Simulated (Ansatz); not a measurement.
ClH₅NSi₂ (SMILES [SiH2]N[SiH2]Cl) (doublet)

The calculation's input:

```
crystal:
  periodic: [false, false, false]
  atoms:
    - {symbol: Cl, position_ang: [-2.021380, 1.106156, 0.401306]}
    - {symbol: "N", position_ang: [0.586628, -0.341025, -0.721150]}
    - {symbol: Si, position_ang: [1.885110, -0.536591, 0.447353]}
    - {symbol: Si, position_ang: [-0.443585, 1.032539, -0.963802]}
    - {symbol: H, position_ang: [-1.048428, 0.944013, -2.316172]}
    - {symbol: H, position_ang: [0.250221, -1.207914, -1.140241]}
    - {symbol: H, position_ang: [2.950882, -1.405808, -0.153826]}
    - {symbol: H, position_ang: [0.360564, 2.261334, -0.769041]}
    - {symbol: H, position_ang: [2.412890, 0.837026, 0.721582]}
basis:
  gaussian:
    orbitals: def2-TZVPD
total_charge: 0
magnetization:
  spin_polarized: true
  initial_magnetization: 1
hamiltonian:
  xc: pbe0
output: {forces: true, orbitals: {seedname: orbitals}}
```

Launched as:

```sh
ansatz run input.yaml --threads 2 --pin off --max-ram 4350MiB --events-out events.jsonl --progress --plain --runs-dir runs
```

Geometry: B3LYP-D3(BJ)/def2-SVP.

These are results of isolated molecule in a Gaussian basis; Kohn-Sham density functional theory, functional PBE0 in Ansatz 0.2.0, not measurements.

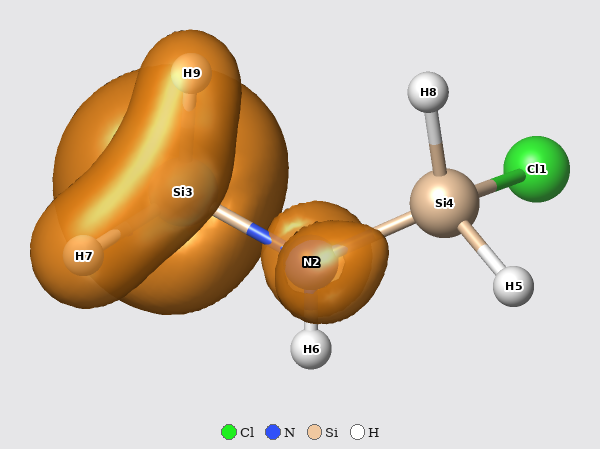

Figure 1. Isosurfaces of the spin density (α minus β) at +0.015 (orange) and −0.015 e/Å³ (purple), seen across its widest extent.

> Where is the unpaired spin?

The unpaired spin (1 electron) lies mostly on Si3 (about 0.8) and N2 (about 0.1), in electrons by Hirshfeld's partition.

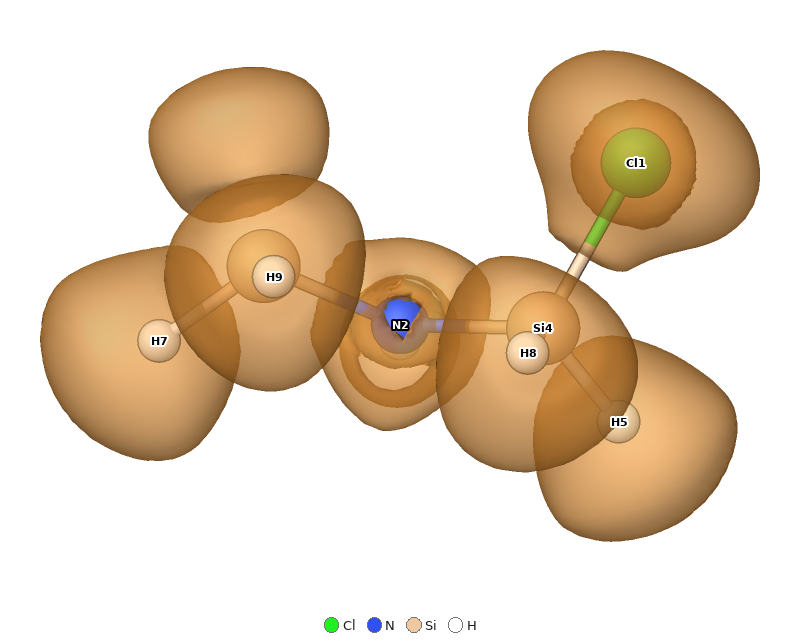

Figure 2. Isosurface of the ELF at 0.75 (orange), seen from one side. Only the valence region is drawn (cores and ρ < 0.01 e/Å³ removed).

> What do the ELF domains correspond to?

At this value the surface marks out four regions around hydrogen nuclei, one region on Cl in which the atom's valence shell and bonds are merged, one lobe on Si, pointing away from the bonds (non-bonding electrons) and one joined region spread over several atoms (H, N), in which their bonds and any lone pairs are merged. Along the contacts the grid gives the following. Si–N (1.73 Å): the ELF peaks at about 0.90 between the atoms: a shared but strongly polarised pair. Si–Cl (2.09 Å): the ELF peaks at about 0.85 between the atoms: a polar covalent bond.

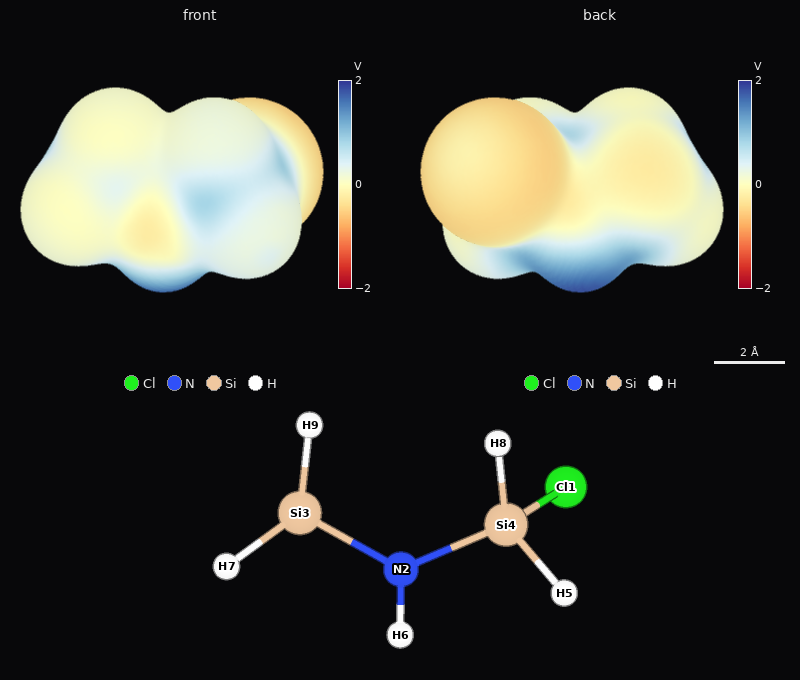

Figure 3. The electrostatic potential painted on the density surface at 0.001 e/bohr³, seen from the front and from behind; the colour scale runs from red (negative) to blue (positive). The bare structure is drawn below in the same view.

> Describe the electrostatic potential map.

The most negative region (about −0.5 V, or −12 kcal/mol for a unit charge) lies over Cl1, the most positive (about +1.8 V, or +42 kcal/mol for a unit charge) over H6.

> What dipole moment does the calculation give?

Its dipole moment is 1.74 D.
